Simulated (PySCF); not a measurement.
C3H7NO, SMILES `COC.C#N`.

Method: M06-2X/def2-SVP; geometry: an unrelaxed start of a pair search; program: PySCF. Without diffuse functions Rydberg states are missing, so the states' numbers hold for this basis only.

Geometry (Å), atoms numbered from 1:

```
C1      -1.0438   -1.1602   -0.1974
O2      -1.9117   -0.1660    0.2807
C3      -1.4495    1.1342    0.0271
H4      -0.9151   -1.0868   -1.2858
H5      -1.5012   -2.1162    0.0470
H6      -0.0569   -1.0945    0.2794
H7      -1.3481    1.3181   -1.0517
H8      -2.1911    1.8156    0.4390
H9      -0.4791    1.3143    0.5099
C10      2.4011    0.3021   -0.3999
N11      2.9162   -0.1755    0.4960
H12      1.9251    0.7489   -1.2338
```

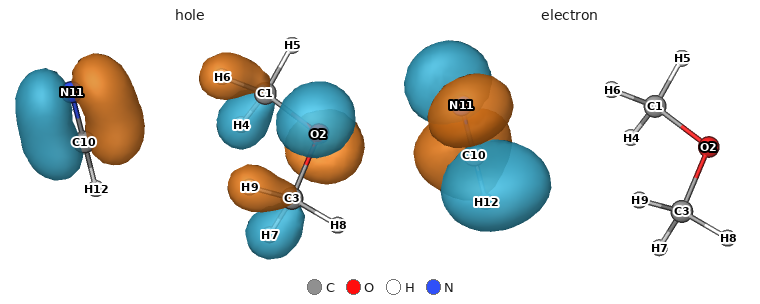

Leading natural transition orbital pair of S₅ (TDA singlet states); the surfaces enclose about 70 % of each orbital's density.

### Where does the state lie, and where do hole and electron sit?

8.93 eV (139 nm), f = 0.004; the leading pair carries 74 %; hole on N11 (28 %), O2 (26 %) and C10 (24 %), electron on C10 (41 %), N11 (40 %) and H12 (8 %) (shares are of the whole state, not of the leading pair alone); their centroids lie 1.6 Å apart. The HOMO–LUMO gap is 10.55 eV.
